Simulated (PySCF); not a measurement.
C5H11OSi: EPR calculation

The run: EPR calculation of C5H11OSi, multiplicity 2, SMILES [CH2]CC[SiH2]OC=C. Method and program: UKS B3LYP, pcH-1 on C H O Si, non-relativistic, mean-field spin-orbit, GIAO (PySCF 2.14.0).

It belongs to a series of runs on one base structure; here: H removed from sp3 C.

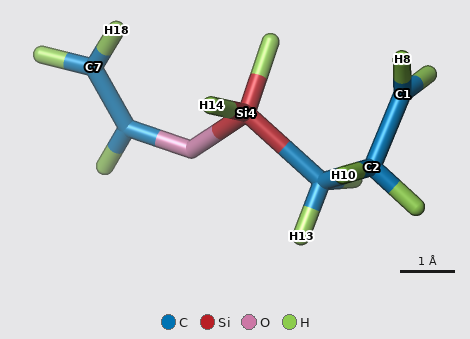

**Figure 1.** The structure (stick view, seen at a tilt; atoms are numbered from 1 in the order of the input).

Key numbers:

| quantity | value |
| --- | --- |
| outcome | converged |
| total energy | −561.853922 hartree |
| ⟨S²⟩ | 0.754 |
| isotropic g | 2.0026 |
| hardware | 1 CPU thread, shared host |
| wall time | 1.7 min |
| peak memory | 0.97 GiB |

Input file:
```
{"job": {"kind": "epr", "basis": "pcH-1"}, "charge": 0, "multiplicity": 2}
C     -2.674619     0.645213     0.625361
C     -2.472798    -0.315085    -0.467930
C     -1.120097    -1.032911    -0.364010
Si     0.298584     0.218819    -0.345436
O      1.595593    -0.743194    -0.590641
C      2.904442    -0.462600    -0.683586
C      3.458568     0.731079    -0.577652
H     -3.005617     1.646873     0.439946
H     -2.526747     0.333958     1.641063
H     -2.544623     0.192787    -1.431016
H     -3.261377    -1.084784    -0.445198
H     -1.107406    -1.629751     0.548742
H     -1.020726    -1.730286    -1.197068
H      0.177290     1.199309    -1.430038
H      0.411416     0.926853     0.933424
H      3.494571    -1.354334    -0.864766
H      4.520566     0.855929    -0.670143
H      2.864221     1.608444    -0.397468
```

The first line tells a small driver script what to run in PySCF; the rest is the geometry in Å.

Launch command:
```bash
OMP_NUM_THREADS=1 python <driver script> task.json out
```

What the program printed:
```
UKS, coarse grid
  cycle   1  E = -561.73556061  |g| = 5.54e-01
  cycle   2  E = -561.60284314  |g| = 8.17e-01
  cycle   3  E = -561.84752053  |g| = 1.24e-01
  cycle   4  E = -561.85258098  |g| = 5.24e-02
  cycle   5  E = -561.85381373  |g| = 1.64e-02
  cycle   6  E = -561.85393939  |g| = 4.30e-03
  cycle   7  E = -561.85394878  |g| = 1.15e-03
  cycle   8  E = -561.85395120  |g| = 7.42e-04
UKS, final grid
  cycle   1  E = -561.85392155  |g| = 9.55e-04
  cycle   2  E = -561.85392116  |g| = 1.31e-03
  cycle   3  E = -561.85392200  |g| = 7.14e-05
  cycle   4  E = -561.85392201  |g| = 3.11e-05
  cycle   5  E = -561.85392201  |g| = 2.42e-05
E = -561.85392201 Eh   <S^2> = 0.7537 (exact 0.7500)
g shifts (ppm)      1          2          3
  rmc          -137       -137       -137
  gc              6         40         38
  oz_so         -63        531        724
  total        -193        434        625
hyperfine (MHz)  atom isotope    a_iso     a_fc   dipolar eigenvalues
    0   13C      86.45      86.55    -80.21    -79.48    159.69
    1   13C     -32.58     -32.59     -2.75      1.28      1.47
    2   13C      51.46      51.46     -4.34     -4.01      8.35
    3  29Si       0.99       0.99     -1.39      0.40      0.99
    4   17O       0.81       0.81     -0.84      0.32      0.53
    5   13C       0.02       0.02     -0.13     -0.10      0.23
    6   13C      -0.05      -0.04     -0.12     -0.04      0.16
    7    1H     -64.26     -64.28    -39.21      0.36     38.85
    8    1H     -61.88     -61.89    -38.65     -0.25     38.90
    9    1H       8.36       8.36     -5.01     -4.03      9.03
   10    1H     143.34     143.34     -5.86     -3.19      9.05
   11    1H      -2.73      -2.73     -3.84     -2.69      6.54
   12    1H       8.82       8.82     -2.94     -1.76      4.70
   13    1H      -0.18      -0.18     -1.90     -1.70      3.61
   14    1H      14.75      14.75     -3.37     -2.32      5.69
   15    1H       0.21       0.21     -0.32     -0.29      0.62
   16    1H      -0.05      -0.05     -0.24     -0.22      0.46
   17    1H       0.06       0.06     -0.53     -0.47      1.00
```

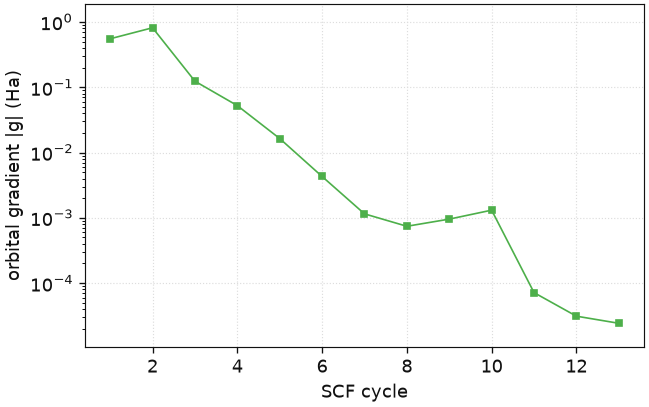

**Figure 2.** Convergence of the self-consistent field: orbital gradient |g| against the SCF cycle. All cycles printed in the log are drawn one after another.

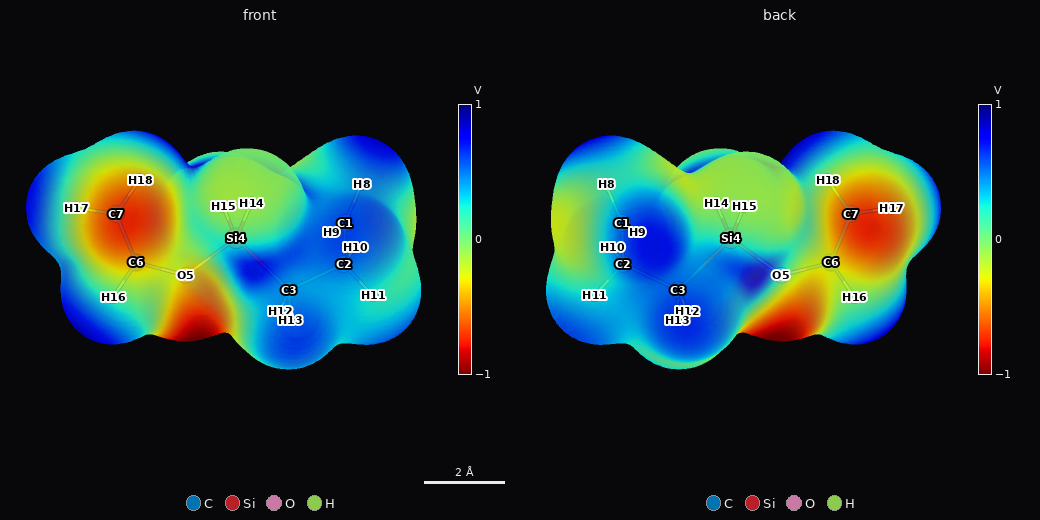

**Figure 3.** The electrostatic potential painted on the density surface at 0.002 e/bohr³, seen at a tilt and from behind; the colour scale runs from red (negative) to blue (positive).

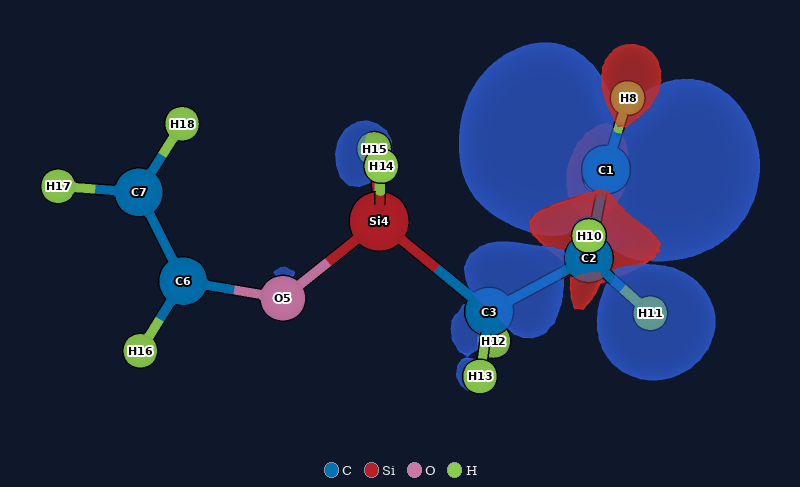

**Figure 4.** Isosurfaces of the spin density (α minus β) at +0.006 (blue) and −0.006 e/Å³ (red), seen face on. The unpaired spin (1 electron) lies mostly on C1 (about 0.7) and H9 (about 0.1), in electrons by Hirshfeld's partition.
